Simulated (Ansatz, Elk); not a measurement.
## How far do independent atoms describe CrSeS?

Structure refinements treat a crystal as free atoms side by side. For a made-up structure of CrSeS (cell and positions from a PBE relaxation) the runs below show what the calculated density changes in F(hkl).

Method: DFT, PBE, all-electron APW+lo, Dirac cores, scalar-relativistic bands, static density, no spin, in Elk 11.2.3 (patched build).

The structure was built from a prototype and need not be the compound's stable phase.

### 1. Set-up

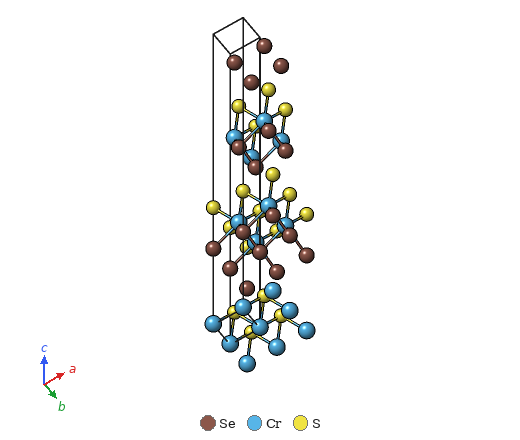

Start, viewed from a free direction; selenium brown, chromium blue, sulfur yellow. 2×2×1 cells are drawn. This picture shows the conventional cell, with its axes. Bonds to atoms that aren't drawn are left out. Some periodic images of atoms are drawn too.

### 2. Ground state and structure factors

An all-electron density is needed, since X-rays see the cores too. Task 0 finds the density and task 195 Fourier-transforms it; tshift is off so that phases refer to the origin typed.

Input file elk.in:

```
tasks
  0
  195

xctype
  20

spinpol
  .false.

rgkmax
  7.0

gmaxvr
  14.0

lmaxo
  7

lmaxapw
  8

swidth
  0.002

tshift
  .false.

hmaxvr
  5.5

maxscl
  120

epspot
  1e-06

sppath
  './'

avec
  2.95477635881 1.70594092616 13.57108908709
  -2.95477635881 1.70594092616 13.57108908709
  0.00000000000 -3.41188185231 13.57108908709

atoms
  3
  'Se.in'
  1
  0.7379442776 0.7379442776 0.7379442776   0.000000 0.000000 0.000000
  'Cr.in'
  1
  -0.0036926086 -0.0036926086 -0.0036926086   0.000000 0.000000 0.000000
  'S.in'
  1
  0.5968149780 0.5968149780 0.5968149780   0.000000 0.000000 0.000000

ngridk
  8 8 8
```

Command:

```
OMP_NUM_THREADS=4 elk
```

Numbers of over 12 decimals in the logs are rounded to 6 here.

The program printed:

```text
┌─────────────────────────┐
│ Elk code version 11.2.3 │
└─────────────────────────┘

All units are atomic (Hartree, Bohr, etc.)

┌─────────────────────────────────────────────────┐
│ Ground-state run starting from atomic densities │
└─────────────────────────────────────────────────┘

Lattice vectors :
   2.954776359       1.705940926       13.57108909
  -2.954776359       1.705940926       13.57108909
   0.000000000      -3.411881852       13.57108909

Reciprocal lattice vectors :
   1.063225189      0.6138533493      0.1543277101
  -1.063225189      0.6138533493      0.1543277101
 -0.2030310898E-16  -1.227706699      0.1543277101

Unit cell volume      :    410.4446088
Brillouin zone volume :   0.6043451616

Muffin-tin inner radius fraction :   0.1000000000E-01

Nuclei treated as point charges

Species : 1 (Se)
 parameters loaded from : Se.in
 name : selenium
 nuclear charge    :   -34.00000000
 electronic charge :    34.00000000
 atomic mass :    143935.2749
 muffin-tin radius :    2.341070722
 number of radial points in muffin-tin :    993
 inner part over the whole radius :   0.9890806555E-02
 number on inner part of muffin-tin    :    702
 approximate nuclear radius :   0.7785908700E-04
 number of mesh points to nuclear radius :    343
 atomic positions (lattice), magnetic fields (Cartesian) :
  1 :   0.73794428  0.73794428  0.73794428    0.00000000  0.00000000  0.00000000

Species : 2 (Cr)
 parameters loaded from : Cr.in
 name : chromium
 nuclear charge    :   -24.00000000
 electronic charge :    24.00000000
 atomic mass :    94783.09202
 muffin-tin radius :    2.186850941
 number of radial points in muffin-tin :    993
 inner part over the whole radius :   0.9976258233E-02
 number on inner part of muffin-tin    :    698
 approximate nuclear radius :   0.6987106690E-04
 number of mesh points to nuclear radius :    330
 atomic positions (lattice), magnetic fields (Cartesian) :
  1 :   0.99630739  0.99630739  0.99630739    0.00000000  0.00000000  0.00000000

Species : 3 (S)
 parameters loaded from : S.in
 name : sulphur
 nuclear charge    :   -16.00000000
 electronic charge :    16.00000000
 atomic mass :    58450.91931
 muffin-tin radius :    2.055073359
 number of radial points in muffin-tin :    793
 inner part over the whole radius :   0.9903776036E-02
 number on inner part of muffin-tin    :    553
 approximate nuclear radius :   0.6195814986E-04
 number of mesh points to nuclear radius :    252
 atomic positions (lattice), magnetic fields (Cartesian) :
  1 :   0.59681498  0.59681498  0.59681498    0.00000000  0.00000000  0.00000000

Total number of atoms per unit cell :    3
Total muffin-tin volume :    133.9070814
 ratio of muffin-tin to unit cell volume :   0.3262488496

Spin treatment :
 spin-unpolarised

Number of Bravais lattice symmetries :   12
Number of crystal symmetries         :    6
Crystal has no inversion symmetry
Complex Hermitian eigensolver will be used

k-point grid :      8     8     8
k-point offset :    0.000000000       0.000000000       0.000000000
k-point set is reduced with full crystal symmetry group
Total number of k-points :      120

Muffin-tin radius times maximum |G+k| :    7.000000000
 using average radius
Maximum |G+k| for APW functions       :    3.190037351
Maximum (1/2)|G+k|²                   :    5.088169151
Maximum |G| for potential and density :    14.00000000
Constant for pseudocharge density :    8
 order of it for each species :   15  15  15
 order of it for pair densities of each species (exact exchange by exxq0 0: 16) :   11   9   8
Radial integration step length :    1

G-vector grid sizes :     63    63    63
Number of G-vectors :    18991

Maximum angular momentum used for
 APW functions            :    8
 outer part of muffin-tin :    7
 inner part of muffin-tin :    2

Total nuclear charge    :   -74.00000000
Total core charge       :    38.00000000
Total valence charge    :    36.00000000
Total excess charge     :    0.000000000
Total electronic charge :    74.00000000

[...]
electron entropic           :    -0.89586572564159E-07
 total energy                :     -3880.5511998575

Density of states at Fermi energy :   0.1761396159E-02
 (states/Hartree/unit cell)

Estimated indirect band gap :   0.4098747208E-01
 from k-point 101 to k-point 14
Estimated direct band gap   :   0.5216822182E-01
 at k-point 24

Charges :
 core                        :    38.00000000
 valence                     :    36.00000000
 interstitial                :    5.627378952
 muffin-tins (core leakage)
  species : 1 (Se)
   atom 1                    :    32.69932388     (  0.8661744531E-04)
  species : 2 (Cr)
   atom 1                    :    21.12626836     ( -0.2179129748E-06)
  species : 3 (S)
   atom 1                    :    14.54702881     (  0.1836625338E-03)
 total in muffin-tins        :    68.37262105
 total calculated charge     :    73.99939266
 total charge                :    74.00000000
 error                       :   0.6073392151E-03

RMS change in Kohn-Sham potential (target) :   0.5177569776     (  0.1000000000E-05)
Absolute change in total energy (target)   :   0.3282898875     (  0.1000000000E-03)

[... loops 3 to 16 left out ...]

┌──────────────────┐
│ Loop number : 17 │
└──────────────────┘

Energies :
 Fermi                       :     0.197690
 sum of occupied eigenvalues :     -2245.0783746254
 electron kinetic            :      3952.2047670504
 core electron kinetic       :      3630.3468862985
 Coulomb                     :     -7670.0785608039
 Coulomb potential           :     -5986.2321646987
 nuclear-nuclear             :     -385.11284117646
 electron-nuclear            :     -8594.3508033432
 Hartree                     :      1309.3850837157
 Madelung                    :     -4676.9624784546
 xc potential                :     -211.05097697709
 exchange                    :     -159.09286281766
 correlation                 :     -3.411259
 electron entropic           :    -0.19040590651465E-05
 total energy                :     -3880.3779170339

Density of states at Fermi energy :   0.5117854964E-01
 (states/Hartree/unit cell)

Estimated indirect band gap :   0.2855619258E-01
 from k-point 101 to k-point 24
Estimated direct band gap   :   0.3697876376E-01
 at k-point 24

Charges :
 core                        :    38.00000000
 valence                     :    36.00000000
 interstitial                :    5.176784300
 muffin-tins (core leakage)
  species : 1 (Se)
[...]
species : 2 (Cr)
[...]
species : 3 (S)
[...]
total in muffin-tins        :    68.82321570
 total calculated charge     :    73.99924887
 total charge                :    74.00000000
 error                       :   0.7511286519E-03

RMS change in Kohn-Sham potential (target) :   0.9941575787E-06 (  0.1000000000E-05)
Absolute change in total energy (target)   :   0.2238937623E-04 (  0.1000000000E-03)

Convergence targets achieved

┌──────────────────┐
│ Loop number : 18 │
└──────────────────┘

Energies :
 Fermi                       :     0.197690
 sum of occupied eigenvalues :     -2245.0783661090
 electron kinetic            :      3952.2047652852
 core electron kinetic       :      3630.3468876808
 Coulomb                     :     -7670.0785523930
 Coulomb potential           :     -5986.2321920182
 nuclear-nuclear             :     -385.11284117646
 electron-nuclear            :     -8594.3507589639
 Hartree                     :      1309.3850477474
 Madelung                    :     -4676.9624563839
 xc potential                :     -211.05093937603
 exchange                    :     -159.09286205575
 correlation                 :     -3.411259
 electron entropic           :    -0.19040465222703E-05
 total energy                :     -3880.3779096100

Density of states at Fermi energy :   0.5117816950E-01
 (states/Hartree/unit cell)

Estimated indirect band gap :   0.2855621904E-01
 from k-point 101 to k-point 24
Estimated direct band gap   :   0.3697875962E-01
 at k-point 24

Charges :
 core                        :    38.00000000
 valence                     :    36.00000000
 interstitial                :    5.176784753
 muffin-tins (core leakage)
  species : 1 (Se)
   atom 1                    :    32.37558033     (  0.8589391812E-04)
  species : 2 (Cr)
   atom 1                    :    22.35628279     ( -0.2179276546E-06)
  species : 3 (S)
   atom 1                    :    14.09135213     (  0.1839473858E-03)
 total in muffin-tins        :    68.82321525
 total calculated charge     :    73.99924887
 total charge                :    74.00000000
 error                       :   0.7511285771E-03

┌──────────────────────────────┐
│ Self-consistent loop stopped │
└──────────────────────────────┘

Warning : core states of species 3 leak from the muffin-tin :   0.1839473858E-03

Wrote STATE.OUT
```

Elapsed: 56 s, on 4 threads of Arm Neoverse V1, shared host; peak memory 0.24 GiB; 3.2 min of CPU time.

SFACRHO.OUT:

```text

h k l indices transformed by vhmat matrix:
   1.000000000       0.000000000       0.000000000    
   0.000000000       1.000000000       0.000000000    
   0.000000000       0.000000000       1.000000000    

      h      k      l  multipl.   |H|            Re(F)            Im(F)           |F|

      0      0      0      1   0.0000000       73.999999     -0.27808173E-15   73.999999    
     -1     -1     -1      1  0.46298313       33.941186      -15.634431       37.368965    
      1      1      1      1  0.46298313       33.941186       15.634431       37.368965    
      2      2      2      1  0.92596626      -17.991130       3.9357850       18.416600    
     -2     -2     -2      1  0.92596626      -17.991130      -3.9357850       18.416600    
      1      0      0      3   1.2373685       6.8639360      -34.652708       35.325965    
     -1      0      0      3   1.2373685       6.8639360       34.652708       35.325965    
      1      0      1      3   1.2659115      -4.8431498       14.076969       14.886811    
     -1      0     -1      3   1.2659115      -4.8431498      -14.076969       14.886811    
     -1     -1     -2      3   1.3741675       34.752915       2.4305665       34.837807    
      1      2      1      3   1.3741675       34.752915      -2.4305665       34.837807    
      3      3      3      1   1.3889494      -7.2421956      -16.418536       17.944852    
     -3     -3     -3      1   1.3889494      -7.2421956       16.418536       17.944852    
      1      2      2      3   1.4500654       18.105728      -27.463007       32.894288    
     -2     -1     -2      3   1.4500654       18.105728       27.463007       32.894288    
      2      3      2      3   1.6353283       33.180721       28.060107       43.454917    
     -2     -2     -3      3   1.6353283       33.180721      -28.060107       43.454917    
     -3     -3     -2      3   1.7411360       37.207400       26.443723       45.647136
```

Elk indexes on the primitive cell of elk.in and gives |H| = 4π sin θ/λ in inverse bohr. Below, one row stands for each form hkl of the conventional cell (m members, Friedel mates merged), F is for one primitive cell and the density is static (no thermal factor). Free-atom factors are Waasmaier and Kirfel's, and R is Σm||F|−|F'||/Σm|F|.

```
   hkl   m  sin θ/λ (Å⁻¹)  abs F, DFT  neutral atoms   diff.  abs of complex diff.
   003   2          0.070      37.369         37.328  +0.041                 0.084
   006   2          0.139      18.417         18.171  +0.246                 0.247
   101   6          0.186      35.326         35.221  +0.105                 0.408
   012   6          0.190      14.887         14.649  +0.238                 0.350
   104   6          0.207      34.838         35.206  -0.368                 0.373
   009   2          0.209      17.945         17.808  +0.136                 0.551
   015   6          0.218      32.894         33.070  -0.176                 0.316
   107   6          0.246      43.455         43.729  -0.274                 0.416
   018   6          0.262      45.647         46.025  -0.378                 0.396
0 0 12   2          0.279      37.388         37.929  -0.540                 0.547
1 0 10   6          0.297      12.506         12.650  -0.143                 0.238
0 1 11   6          0.315      24.057         24.255  -0.198                 0.226
   110   6          0.320      45.598         45.794  -0.195                 0.195
   113  12          0.327      24.551         24.740  -0.189                 0.202
0 0 15   2          0.348      40.307         40.607  -0.300                 0.307
   116  12          0.349      14.020         13.969  +0.051                 0.053
1 0 13   6          0.354      24.630         24.742  -0.112                 0.112
   021   6          0.370      26.295         26.489  -0.194                 0.199
```

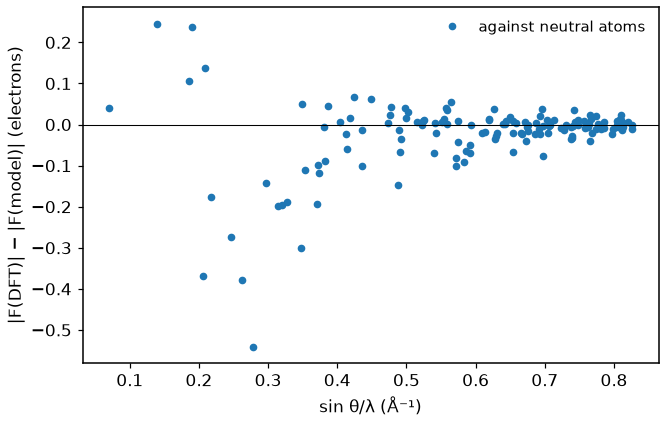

Difference between the calculated structure factors and the independent-atom ones.

### 3. Outcome

| Item | Value |
| --- | --- |
| R against neutral atoms, sin θ/λ < 0.3 Å⁻¹ | 0.78 % |
| R against neutral atoms, 0.3 to 0.83 Å⁻¹ | 0.17 % |

Independent neutral atoms miss the calculated amplitudes by R = 0.78 % below 0.3 Å⁻¹ and 0.17 % from there to 0.83 Å⁻¹; by shells, 0.51 % below 0.15 Å⁻¹ (2 forms), 0.80 % 0.15 to 0.3 (9 forms), 0.41 % 0.3 to 0.45 (20 forms), 0.12 % above 0.45 (110 forms). Bonding, aspherical density and the tables' own atoms all enter these figures, and the runs don't part them. The largest change of an amplitude is -0.54 electrons, at 0 0 12. R counts amplitudes alone; phases shift too. The basis has no finished test. The k-mesh has no finished test. These runs have no spin, though d or f shells may be open. Part of the difference isn't bonding: the tables are fits to free atoms and ions calculated by other methods than this functional. Thermal motion, anomalous dispersion and extinction are left out.

[Logs are printed without paths, hosts, clocks, repeated set-up lines and the standing remarks that a program may print on its own settings, such as how far it seeks lower states.]

[Hosts, paths, dates, database ids (printed as entryN), source tags and the programs' standing remarks are cut or masked in the printed files.]
